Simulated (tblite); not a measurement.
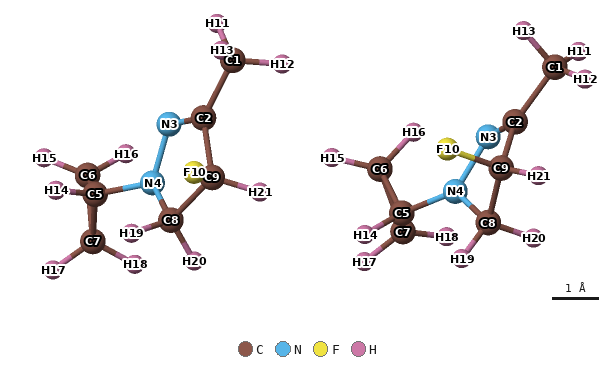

Two geometries of C7H11FN2, drawn at one scale. One is the start of a relaxation, the other its converged end. A ball-and-stick model, seen from a free direction.

Method: GFN2-xTB geometry optimisation, gas phase in tblite. 

Question: Which of the two is the end point?

Answer: The left one is the relaxed one. After 176 geometry steps the energy has fallen by 1.244 eV. The largest move after the best rigid fit is that of H11, 1.45 Å. By element the largest moves are H 1.45 Å, F 1.40 Å, C 0.58 Å, N 0.43 Å. Some distances before and after: N3–N4 1.413 → 1.352 Å, C6–H16 1.138 → 1.078 Å, C5–H14 1.133 → 1.091 Å, C7–H17 1.121 → 1.079 Å. Among the angles between lasting bonds that change: N3–N4–C5 129.2° → 117.6°, F10–C9–H21 115.1° → 105.5°, C6–C7–H17 110.5° → 119.0°. Groups turn about C8–C9 by about 50°, C1–C2 by about 35°, C2–C9 by about 30°.
